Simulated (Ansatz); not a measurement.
```xyz
11

C    -0.5972    1.2577   -0.2973
C    -0.5578   -0.2523   -0.2141
Si    0.9759   -0.9542    0.6312
Br   -0.5997   -1.0344   -2.0163
H     0.2811    1.6508   -0.8131
H    -0.6142    1.6780    0.7135
H    -1.4867    1.6062   -0.8260
H    -1.4609   -0.6392    0.2606
H     1.0384   -0.4223    2.0222
H     2.1810   -0.5125   -0.1140
H     0.9053   -2.4346    0.6740
```

Geometry: PBE0-D4/def2-TZVP.

These are results of RKS PBE0-D4/def2-TZVPP in Ansatz 0.2.0, not measurements.

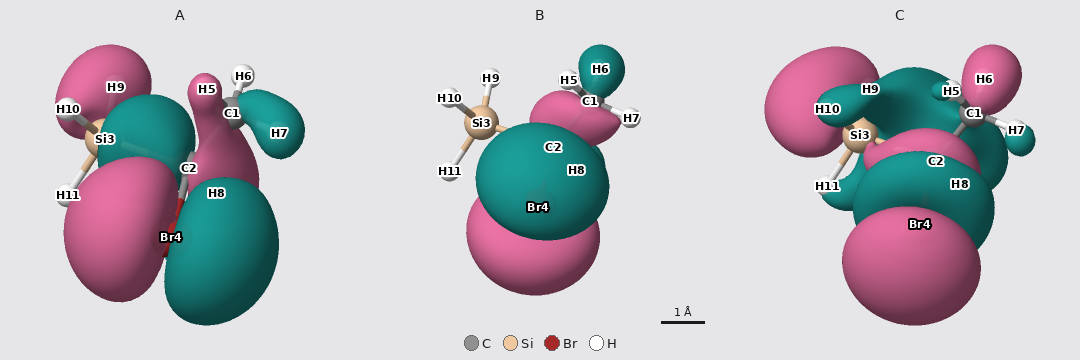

C$_{2}$H$_{7}$BrSi. Three frontier orbitals at ±0.06 Å⁻³ᐟ² (teal and pink are the two phases), in no order.

> Order the three orbitals by energy and name them.

B is the HOMO−1 (−8.02 eV). Its weight (Hirshfeld) is mainly on Br4 (about 85 %); largely a lone pair of Br4. A is the HOMO (−7.72 eV). Its weight (Hirshfeld) is mainly on Br4 (about 70 %), C2 (about 10 %) and Si3 (about 10 %); largely a lone pair of Br4. C is the LUMO (−0.35 eV). It lies mainly on Br4 (about 40 %), C2 (about 25 %) and Si3 (about 15 %).

> What is the HOMO–LUMO gap?

7.37 eV between the orbital energies.
